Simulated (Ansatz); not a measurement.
# Run report: C₅H₁₅AsSi, single-point calculation

System: C₅H₁₅AsSi.
Method: RKS PBE0-D4/def2-TZVPP (Ansatz 0.2.0).

The geometry comes from this level: PBE0-D4/def2-TZVP.

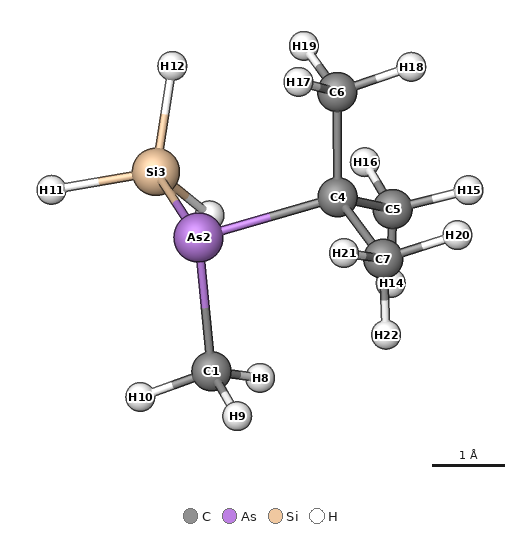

**Figure 1.** The input geometry (ball-and-stick view, seen at a tilt; atoms are numbered from 1 in the order of the input).

## Input file
```yaml
crystal:
  periodic: [false, false, false]
  atoms:
    - {symbol: C, position_ang: [1.815374, -0.291432, -1.546984]}
    - {symbol: As, position_ang: [1.400545, -0.027558, 0.365984]}
    - {symbol: Si, position_ang: [0.962842, -2.300812, 0.823265]}
    - {symbol: C, position_ang: [-0.480034, 0.687235, 0.255234]}
    - {symbol: C, position_ang: [-1.442437, -0.213583, -0.498439]}
    - {symbol: C, position_ang: [-0.947610, 0.871730, 1.692415]}
    - {symbol: C, position_ang: [-0.383261, 2.041535, -0.435205]}
    - {symbol: H, position_ang: [1.027278, -0.819474, -2.083968]}
    - {symbol: H, position_ang: [1.984905, 0.681938, -2.008052]}
    - {symbol: H, position_ang: [2.739643, -0.866516, -1.618202]}
    - {symbol: H, position_ang: [2.267894, -2.987982, 1.022512]}
    - {symbol: H, position_ang: [0.166463, -2.439201, 2.073342]}
    - {symbol: H, position_ang: [0.240213, -2.998129, -0.278110]}
    - {symbol: H, position_ang: [-1.105720, -0.417135, -1.517400]}
    - {symbol: H, position_ang: [-2.424435, 0.269940, -0.570632]}
    - {symbol: H, position_ang: [-1.588476, -1.171250, 0.007151]}
    - {symbol: H, position_ang: [-0.273659, 1.524487, 2.253047]}
    - {symbol: H, position_ang: [-1.944299, 1.327428, 1.705780]}
    - {symbol: H, position_ang: [-1.013445, -0.081672, 2.223145]}
    - {symbol: H, position_ang: [-1.364041, 2.531213, -0.432541]}
    - {symbol: H, position_ang: [0.322062, 2.704097, 0.073452]}
    - {symbol: H, position_ang: [-0.069202, 1.945041, -1.477394]}
basis:
  gaussian: {orbitals: def2-TZVPP}
hamiltonian: {xc: pbe0, dispersion: d4}
output: {orbitals: {seedname: orbitals}}
```

Command:
```bash
ansatz run in.yaml --threads 5 --pin off --events-out ev --progress --plain --max-ram 66560MiB --backend cuda --devices 0, --max-vram 37GiB
```

## The program's output
```
Functional definition: PBE0
  name "PBE0"
  cite "Adamo & Barone, J. Chem. Phys. 110, 6158 (1999) doi:10.1063/1.478522"
  cite "Perdew, Burke & Ernzerhof, Phys. Rev. Lett. 77, 3865 (1996) doi:10.1103/PhysRevLett.77.3865"
  parent pbe
  parameter a = 0.25
  parameter kappa = 0.804
  parameter beta = 0.06672455060314922
  exchange = (1 - a)*pbe_x(kappa = kappa, mu = beta*pi^2/3) + a*exact_x
  correlation = pbe_c(beta = beta)
2499 factors; their error is unknown
mean field evaluation 1: about -74117.3945 eV, gradient 8.4e1 eV
mean field evaluation 2: about -74102.4889 eV, gradient 1.1e2 eV
mean field evaluation 4: about -74133.6642 eV, gradient 7.1e0 eV
mean field evaluation 8: about -74133.7733 eV, gradient 5.4e-1 eV
mean field evaluation 16: about -74134.0075 eV, gradient 5.2e-4 eV
mean field -74134.00751382 eV, -2724.3745262979 hartree, gradient 5.5e-5 eV, S^2 0.000000; 0 other end points of the search recorded, 0 dependent functions left out
reference -74134.00755685 eV, -2724.3745278791 hartree; 46, 46 occupied and 409, 409 virtual orbitals, 2499 factors
Total energy: -74134.57296907 eV, -2724.3953063948 hartree
```

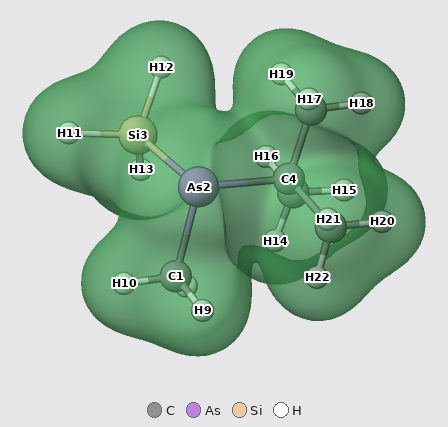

**Figure 2.** Isosurface of the total electron density at 0.05 e/Å³ (green), seen at a tilt. At this value the surface is in one piece. On the grid the lowest density along these lines, outside the cores, is 1.7 e/Å³ (C–C, 1.52 Å), 0.89 e/Å³ (C–As, 1.98 Å), 0.63 e/Å³ (Si–As, 2.36 Å) and 1.9 e/Å³ (C–H, 1.09 Å).

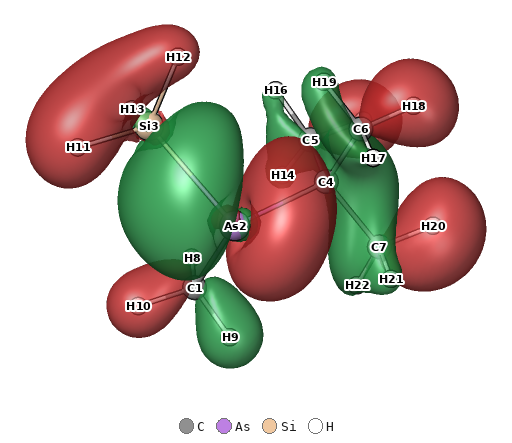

**Figure 3.** The HOMO−1 at ±0.06 Å⁻³ᐟ² (green and red are the two phases), seen at a tilt. It lies mainly on As2 (30 %), Si3 (20 %) and C4 (20 %). Its energy is −7.77 eV.

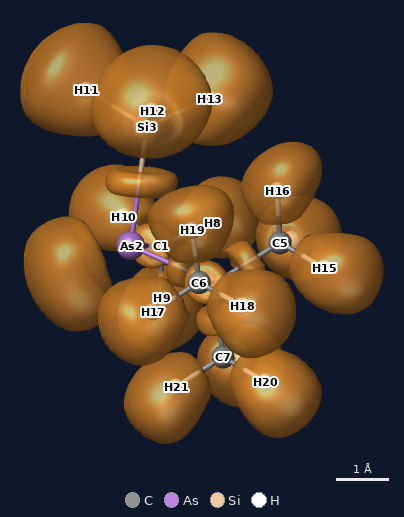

**Figure 4.** Isosurface of the electron localisation function at 0.8 (orange), seen at an oblique angle. Only the valence region is drawn (cores and ρ < 0.01 e/Å³ removed). Profiles from the grid: C–C (1.52 Å): the ELF peaks at about 0.95 between the atoms, as expected for localised, shared-pair bonding.

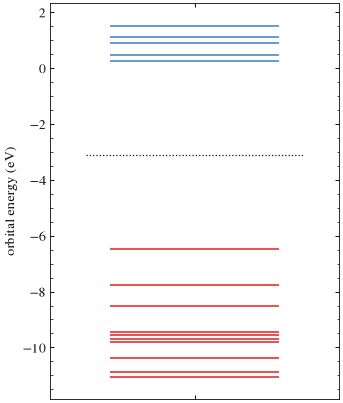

**Figure 5.** Orbital energies near the frontier; the dotted line parts filled from empty levels, and levels within 0.02 eV of each other stand side by side. Highest filled −6.48 eV, lowest empty 0.26 eV, 6.74 eV apart.

## Results in brief

- outcome: converged
- total energy: −74134.5730 eV
- mean-field energy: −74134.0076 eV
- dispersion energy: −0.5654 eV
- SCF solution under orbital rotations: stable
- HOMO: −6.48 eV
- LUMO: 0.26 eV
- hardware: 5 CPU threads, shared host
- wall time: 10 s (CPU time 5.7 s; the host was busy)
- peak memory: 0.93 GiB
